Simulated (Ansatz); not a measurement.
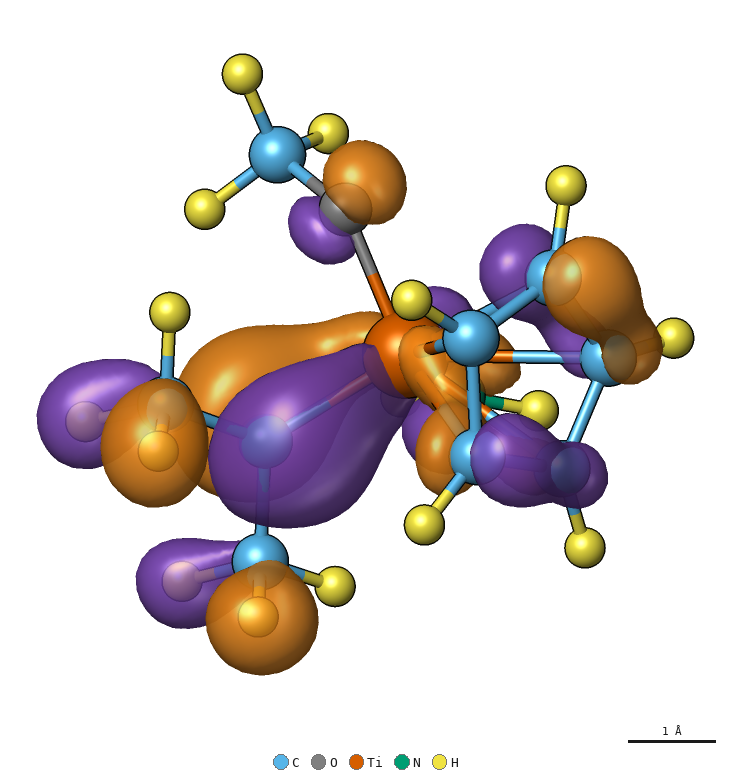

*C₈H₁₆N₂OTi (SMILES C[O][Ti]1234([NH2])([N](C)C)[CH]5[CH]1[CH]2[CH]3[CH]54). One frontier orbital at ±0.1 Å⁻³ᐟ² (orange and purple are the two phases), seen at a tilt.*

Geometry: PBE0-D4/def2-TZVP.

Method: Ansatz, RKS PBE0-D4/def2-TZVPP.

```xyz
28

C    -1.2864   -0.6633   -2.6486
O    -0.1731   -0.7227   -1.8123
Ti   -0.0463   -0.4934   -0.0060
N    -1.5428   -1.2974    0.8544
N    -0.5638    1.3390    0.0973
C    -0.9896    1.9497    1.3296
C    -0.1786    2.3205   -0.8840
C     2.3137   -0.5405   -0.0274
C     1.9153   -0.0528    1.2398
C     1.2637   -1.0993    1.9174
C     1.2602   -2.2324    1.0709
C     1.9218   -1.8902   -0.1208
H    -1.8859    0.2383   -2.4610
H    -0.9655   -0.6483   -3.6967
H    -1.9355   -1.5357   -2.5040
H    -1.6001   -2.0871    1.4772
H    -2.4735   -0.9718    0.6259
H    -1.3092    1.1898    2.0443
H    -0.1873    2.5446    1.7958
H    -1.8346    2.6327    1.1562
H     0.1120    1.8383   -1.8184
H    -1.0081    3.0112   -1.0955
H     0.6692    2.9352   -0.5406
H     2.8027    0.0317   -0.8024
H     2.0653    0.9504    1.6102
H     0.8089   -1.0363    2.8947
H     0.8106   -3.1889    1.2926
H     2.0369   -2.5211   -0.9887
```

> Which orbital is it: HOMO or LUMO?

The HOMO, at −5.93 eV. By Hirshfeld shares it lies mainly on N5 (about 40 %) and Ti3 (about 10 %).
